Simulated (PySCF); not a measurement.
System: C7H11O2P (SMILES C=CP1(=O)CCC(=O)CC1).

```xyz
21

C    -3.2008    1.2064   -0.1484
C    -2.1495    0.7883    0.5353
P    -0.6722    0.2661   -0.3743
O    -0.7737    0.3567   -1.8343
C    -0.2640   -1.4217    0.2366
C     1.1173   -1.7700   -0.3198
C     2.1651   -0.8195    0.2190
O     3.0448   -1.1759    0.9603
C     2.0128    0.6171   -0.2330
C     0.7295    1.2274    0.3322
H    -4.1162    1.5313    0.3197
H    -3.1596    1.2305   -1.2265
H    -2.1307    0.7432    1.6142
H    -0.2691   -1.4595    1.3260
H    -1.0128   -2.1185   -0.1477
H     1.3924   -2.7926   -0.0510
H     1.0823   -1.6799   -1.4090
H     2.8858    1.1872    0.0934
H     1.9532    0.6421   -1.3245
H     0.7246    1.1914    1.4216
H     0.6317    2.2669    0.0096
```

Geometry: GFN2-xTB.

Method: PBE0/pcSseg-1, SCF density, gas phase, non-relativistic (PySCF).

Predict the electron density and electron localisation function between the atoms.

C–O (1.20 Å): ρ is about 3.3 e/Å³ halfway; the ELF peaks at about 0.85 between the atoms; a short, multiple covalent bond.
C–C (1.32 Å): ρ at the midpoint is about 2.3 e/Å³; the ELF peaks at about 0.90 between the atoms; a short, multiple covalent bond.
P–O (1.47 Å): ρ at the midpoint is about 1.9 e/Å³; the ELF peaks at about 0.85 between the atoms (a polar covalent bond).
C–P (1.81 Å): ρ at the midpoint is about 1.2 e/Å³; the ELF peaks at about 0.95 between the atoms; a covalent bond.

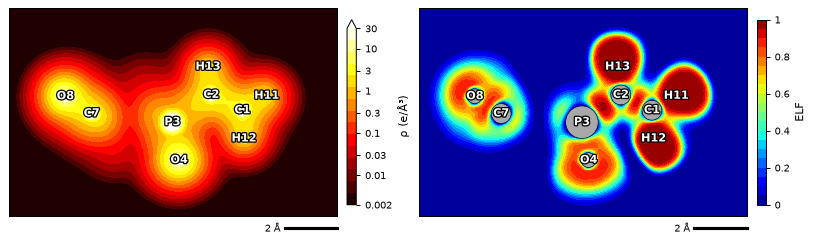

Computed electron density and electron localisation function on the plane of atoms C1, C2 and H13, in this order. Grey discs cover the atomic cores in the ELF map. 
